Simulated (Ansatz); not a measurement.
# CH3BO (Borane carbonyl) at HF/def2-TZVP

Aim: the electronic atomisation energy of CH3BO (Borane carbonyl) at HF/def2-TZVP, from 5 runs. 

The results are computed with Ansatz 0.2.0.

55 further runs of the same task are left out: 1 that didn't finish, 54 set aside as unsound or not needed.

**1. The molecule**

The species is CH3BO (6 atoms), meant as a singlet with charge 0. As SMILES, `[BH3-]C#[O+]`. Geometry: relaxed at PBE0-D4/def2-TZVP.

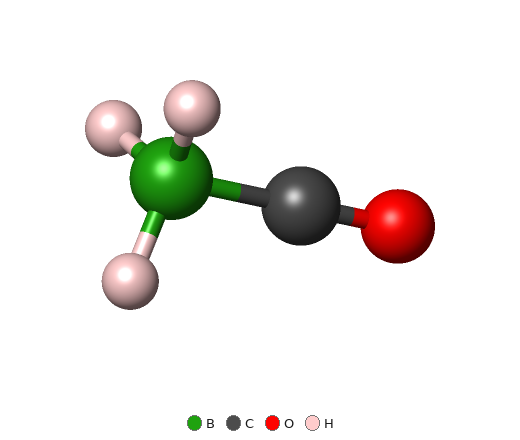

The structure, seen from a chosen angle (boron green, carbon dark grey, oxygen red, hydrogen pink).

**2. A single-point energy at HF/def2-TZVP**

Contents of input.yaml:

```yaml
basis:
  gaussian:
    orbitals: def2-TZVP
crystal:
  periodic: [false, false, false]
  atoms:
    - symbol: B
      position_ang: [-0.275160, 0.419730, -0.199910]
    - symbol: C
      position_ang: [0.494180, -0.755680, 0.359250]
    - symbol: O
      position_ang: [1.068320, -1.631140, 0.776320]
    - symbol: H
      position_ang: [-1.437140, 0.121710, -0.050320]
    - symbol: H
      position_ang: [0.069540, 0.485120, -1.356800]
    - symbol: H
      position_ang: [0.080260, 1.360240, 0.471460]
hamiltonian:
  xc: hf
accuracy: high
output: {orbitals: {seedname: orbitals}}
```

The run is started by

```bash
$ ansatz run input.yaml --threads 1 --pin off --max-ram 3480MiB --events-out events.jsonl --progress --plain --runs-dir runs
```

The log of the run:

```text
Warning: RAYON_NUM_THREADS=1 ignored (pool sized by the plan → 1); use --threads N
Functional definition: HF
  name "HF"
  exchange = exact_x
  correlation = 0
1888 factors; integrals over basis functions are off by at most 3.4e-9 eV
mean field evaluation 1: about -3786.0519 eV, gradient 2.7e1 eV
mean field evaluation 2: about -3786.0562 eV, gradient 2.7e1 eV
mean field evaluation 4: about -3787.6892 eV, gradient 4.0e0 eV
mean field evaluation 8: about -3787.7320 eV, gradient 2.5e-4 eV
mean field -3787.73200228 eV, -139.1965836667 hartree, gradient 6.6e-9 eV, S^2 0.000000; 0 other end points of the search recorded, 0 dependent functions left out
reference -3787.73200228 eV, -139.1965836667 hartree; 11, 11 occupied and 100, 100 virtual orbitals, 1888 factors
Total energy: -3787.73200228 eV, -139.1965836667 hartree
```

It took 2.6 s on 1 thread of Arm Neoverse V1, shared host; peak memory 0.24 GiB.

**3. The B atom**

Contents of run.yaml:

```yaml
crystal:
  periodic: [false, false, false]
  atoms:
    - symbol: B
      position_ang: [0.000000, 0.000000, 0.000000]
basis:
  gaussian:
    orbitals: def2-TZVP
magnetization:
  spin_polarized: true
  initial_magnetization: 1
hamiltonian:
  xc: hf
accuracy: high
```

Run the same way, it converges to -24.53233 Eh (log not shown).

**4. The C atom**

Contents of input.yaml:

```yaml
basis:
  gaussian: {orbitals: def2-TZVP}
crystal:
  periodic: [false, false, false]
  atoms:
    - {symbol: C, position_ang: [0.000000, 0.000000, 0.000000]}
magnetization: {spin_polarized: true, initial_magnetization: 2}
hamiltonian: {xc: hf}
accuracy: high
```

The run is started by

```bash
$ ansatz run input.yaml --threads 1 --pin off --max-ram 3480MiB --events-out events.jsonl --progress --plain --runs-dir runs
```

The log of the run:

```text
Warning: RAYON_NUM_THREADS=1 ignored (pool sized by the plan → 1); use --threads N
[... 4 set-up lines as earlier in the session ...]
312 factors; integrals over basis functions are off by at most 3.1e-9 eV
mean field evaluation 1: about -1025.3110 eV, gradient 6.5e0 eV
mean field evaluation 2: about -1025.3115 eV, gradient 6.5e0 eV
mean field evaluation 4: about -1025.6633 eV, gradient 3.1e-1 eV
mean field evaluation 8: about -1025.6646 eV, gradient 2.7e-4 eV
mean field evaluation 16: about -1025.6626 eV, gradient 3.7e-1 eV
mean field evaluation 32: about -1025.6646 eV, gradient 2.1e-3 eV
mean field -1025.66459998 eV, -37.6924788288 hartree, gradient 9.3e-9 eV, S^2 2.009981; 0 other end points of the search recorded, 0 dependent functions left out
reference -1025.66459998 eV, -37.6924788288 hartree; 4, 2 occupied and 27, 29 virtual orbitals, 312 factors
Total energy: -1025.66459998 eV, -37.6924788288 hartree
```

It took 0.12 s on 1 thread of Arm Neoverse V1, shared host.

**5. The H atom, same level**

Contents of molecule.yaml:

```yaml
basis:
  gaussian:
    orbitals: def2-TZVP
crystal:
  periodic: [false, false, false]
  atoms:
    - symbol: H
      position_ang: [0.000000, 0.000000, 0.000000]
magnetization:
  spin_polarized: true
  initial_magnetization: 1
hamiltonian:
  xc: hf
accuracy: high
```

The run is started by

```bash
$ ansatz run molecule.yaml --threads 1 --pin off --max-ram 3480MiB --events-out events.jsonl --progress --plain --runs-dir runs
```

The log of the run:

```text
Warning: RAYON_NUM_THREADS=1 ignored (pool sized by the plan → 1); use --threads N
[... 4 set-up lines as earlier in the session ...]
21 factors; integrals over basis functions are off by at most 4.9e-8 eV
mean field evaluation 1: about -13.5531 eV, gradient 1.7e0 eV
mean field evaluation 2: about -13.5531 eV, gradient 1.7e0 eV
mean field evaluation 4: about -13.6007 eV, gradient 2.9e-3 eV
mean field evaluation 8: about -13.6005 eV, gradient 1.7e-11 eV
mean field -13.60051839 eV, -0.4998098322 hartree, gradient 6.6e-10 eV, S^2 0.750000; 0 other end points of the search recorded, 0 dependent functions left out
reference -13.60051839 eV, -0.4998098322 hartree; 1, 0 occupied and 5, 6 virtual orbitals, 21 factors
Total energy: -13.60051839 eV, -0.4998098322 hartree
```

Run time: 0.04 s. Hardware: 1 thread of Arm Neoverse V1, shared host.

**6. The O atom, same level**

Contents of input.yaml:

```yaml
crystal:
  periodic: [false, false, false]
  atoms:
    - symbol: O
      position_ang: [0.000000, 0.000000, 0.000000]
basis:
  gaussian:
    orbitals: def2-TZVP
magnetization:
  spin_polarized: true
  initial_magnetization: 2
hamiltonian:
  xc: hf
accuracy: high
```

Run the same way, it converges to -74.81563 Eh (log not shown).

**7. Summary of results**

Level: HF/def2-TZVP.

| quantity | value |
| --- | --- |
| molecule: total energy | -139.19658 Eh |
| molecule: HOMO energy | -12.85 eV |
| molecule: LUMO energy | 2.76 eV |
| molecule: HOMO–LUMO gap | 15.61 eV |
| B atom: total energy | -24.53233 Eh |
| B atom: ⟨S²⟩ | 0.761 |
| C atom: total energy | -37.69248 Eh |
| C atom: ⟨S²⟩ | 2.010 |
| H atom: total energy | -0.49981 Eh |
| H atom: ⟨S²⟩ | 0.750 |
| O atom: total energy | -74.81563 Eh |
| O atom: ⟨S²⟩ | 2.008 |
| electronic atomisation energy | 17.870 eV |

**Reading.** Taking the molecule apart into free atoms costs 17.87 eV (412 kcal/mol), before zero-point energy and without spin-orbit coupling. Hartree–Fock lacks the correlation of the bonding pairs, which as a rule makes this value much too low; in minimal bases other errors can mask that.
